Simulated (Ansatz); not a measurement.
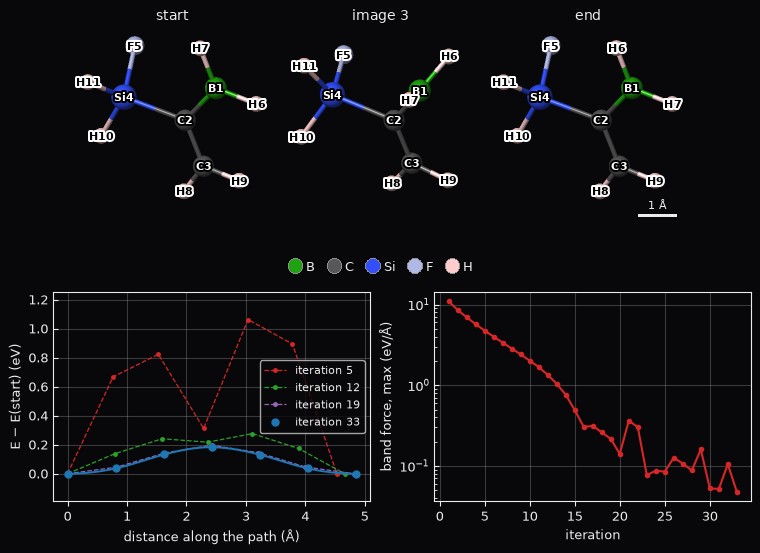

NEB run on C2H6BFSi. Images are numbered from 0 (start) to 6 (end). The plot follows the band through its iterations. A ball-and-stick model, seen at a tilt.

All numbers below come from RKS r2SCANh/cc-pVDZ in Ansatz. Set-up: 5 movable images; climbing image; force threshold 0.05 eV/Å; iteration limit 60; optimiser L-BFGS; largest step 0.02 Å; starting path through a guess of the saddle point.

> Did the band converge, and can the barrier be trusted?

The run is converged, with reservations. The band converged in 33 iterations. The largest component of the band force went from 11 to 0.048 eV/Å. The climbing image converged on the top of the path. Its curvatures weren't checked. The step length is far from the usual. The first iteration put the highest image at 2.437 eV. The barrier is about 0.182 eV in both directions, with image 3 at the top; the ends have the same energy.

Cost: 5.3 min on 2 threads of Intel(R) Xeon(R) 6975P-C (Granite Rapids), on a shared host, peak memory 0.28 GiB.
